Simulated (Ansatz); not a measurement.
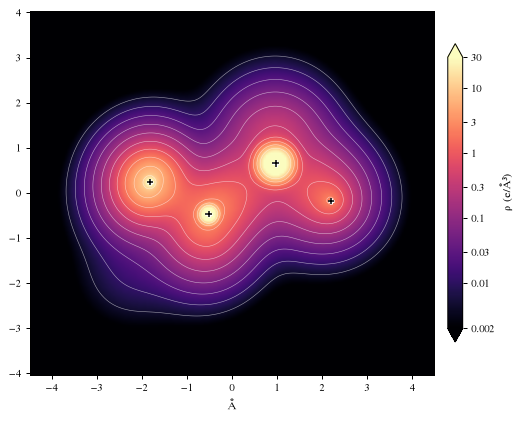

The electron density on a plane through atoms (crosses mark nuclei in the plane).

The calculation used RKS PBE0-D4/def2-TZVPP (Ansatz 0.2.0).

Candidates:
A. C$_{2}$H$_{9}$GaO (SMILES C[O+](C)[GaH3-])
B. Cl$_{3}$H$_{3}$InP (SMILES [PH3+][In-]([Cl])([Cl])[Cl])
C. CH$_{6}$OSi$_{2}$ (SMILES [SiH3]C1O[SiH2]1)

**Which candidate gave the map?**

Candidate C: CH$_{6}$OSi$_{2}$ on the plane of atoms C2, Si1 and H5, which holds Si, C, O and H. C–O (1.50 Å): ρ is about 1.7 e/Å³ halfway, with its minimum of 1.5 e/Å³ about 0.6 Å from C.
